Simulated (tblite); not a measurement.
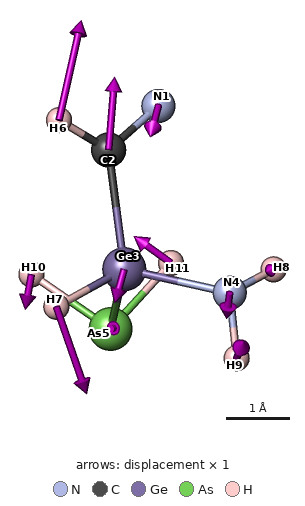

A relaxation of CH$_{6}$AsGeN$_{2}$ (multiplicity 2). The starting structure is drawn; purple arrows show the displacements, at their true length. The two geometries are superimposed by the best rigid fit.

The picture is a ball-and-stick view, seen from a free direction.

Method: GFN2-xTB geometry optimisation, gas phase (tblite). 

Question: Atoms of which element are displaced furthest, and by how much?

Answer: Hydrogen: up to 1.70 Å, against 1.18 Å for carbon.

Question: What did the optimiser do to the structure, and how much energy did it gain?

Answer: After 177 geometry steps the energy has fallen by 25.5 kcal/mol. The largest move after the best rigid fit is that of H6, 1.70 Å. Largest moves by element: H 1.70 Å, C 1.18 Å, N 0.73 Å, Ge 0.57 Å, As 0.27 Å. Among the contacts that change: C2–Ge3 1.921 → 3.635 Å, N1–C2 1.294 → 1.142 Å, Ge3–As5 2.388 → 2.475 Å, Ge3–H7 1.561 → 1.622 Å. Bonds break, among them: C2–Ge3 (1.92 → 3.64 Å). Among the angles between lasting bonds that change: N1–C2–H6 120.4° → 179.4°, N4–Ge3–H7 109.1° → 93.9°, Ge3–N4–H9 107.0° → 119.7°. The run took 1.4 s on 1 thread of Arm Neoverse N1, on a shared host.
